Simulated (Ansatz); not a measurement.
Results of PBE-D4 in Ansatz (plane waves, PAW) for NiAs-type NiSb.

Numerical settings: plane-wave cutoff 520 eV, 18×18×12 k mesh (along the axes of the cell as run), Fermi–Dirac smearing 0.05 eV, no spin polarisation, scalar-relativistic PAW data made under PBE.

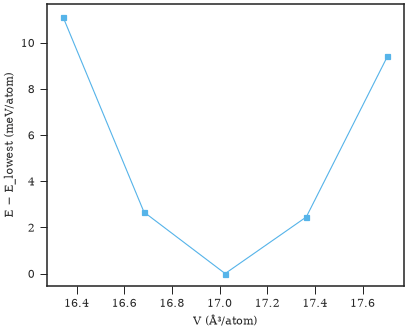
Total energy against volume

Question: From the curve, estimate the equilibrium volume and the bulk modulus.

Answer: V0 ≈ 17.0 Å³/atom and B0 ≈ 120 GPa; the fit gives V0 = 17.023 Å³/atom, B0 = 120 GPa, B′ = 5.3.

Shape and atoms are relaxed at each volume.

Note: the bulk modulus comes from volumes at which shape and atoms were relaxed.

Spin–orbit coupling is not included.

Static lattice: no zero-point or thermal effects.

Ansatz is an electronic-structure program.
